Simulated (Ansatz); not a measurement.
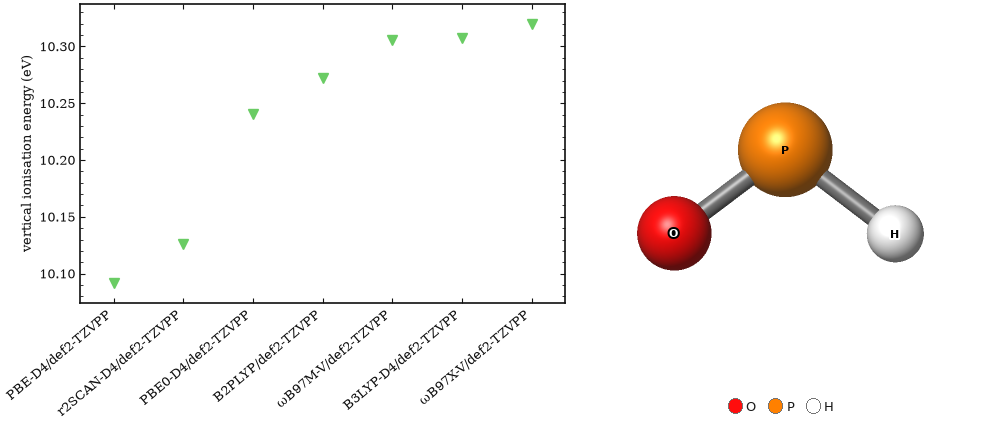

Vertical ionisation energy of PHO, SMILES O=P, taken as the energy of the cation less that of the neutral at fixed geometry (unrestricted doublet cation, cores frozen in correlated methods, no spin-orbit coupling), the Ansatz code 0.2.0, at a PBE0-D4/def2-TZVP geometry (a minimum by its frequencies).

What range do the values span?

From 10.09 eV (PBE-D4/def2-TZVPP) to 10.32 eV (ωB97X-V/def2-TZVPP).

Give the values.

| level | eV |
| --- | --- |
| PBE-D4/def2-TZVPP | 10.09 |
| r2SCAN-D4/def2-TZVPP | 10.13 |
| PBE0-D4/def2-TZVPP | 10.24 |
| B2PLYP/def2-TZVPP | 10.27 |
| ωB97M-V/def2-TZVPP | 10.31 |
| B3LYP-D4/def2-TZVPP | 10.31 |
| ωB97X-V/def2-TZVPP | 10.32 |
